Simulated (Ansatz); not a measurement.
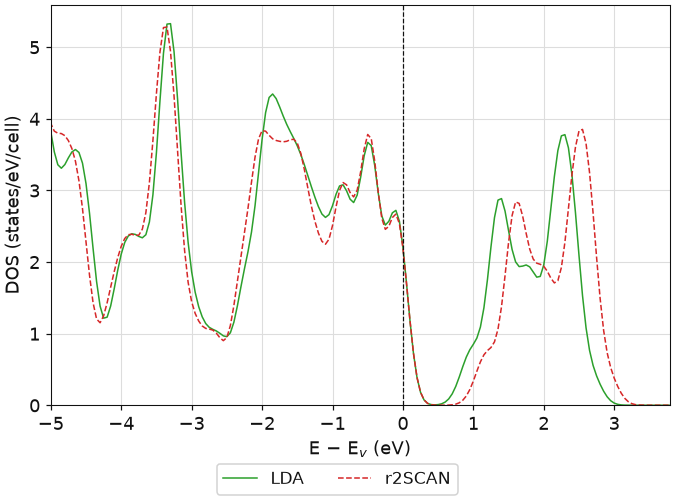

Total densities of states of PdSO (slab), 3 atoms in the cell, 1T monolayer (Janus) type, by two methods on the same cell. The curves are built from the levels of the k mesh with Gaussians 0.3 eV wide, which also blur the band edges. Each is counted from its own valence-band top.

### How do the methods compare?

LDA gives a gap of 0.79 eV and r2SCAN gives a gap of 1.00 eV.

Settings. LDA: DFT, LDA, plane waves, PAW, no spin polarisation, 12×12×1 k mesh, 420 eV cutoff (Ansatz). r2SCAN: DFT, r2SCAN, plane waves, PAW, no spin polarisation, 12×12×1 k mesh, 500 eV cutoff (Ansatz 0.2.0).

The atoms aren't at rest in this cell (largest force 0.6 eV/Å), so the relaxed material can differ.
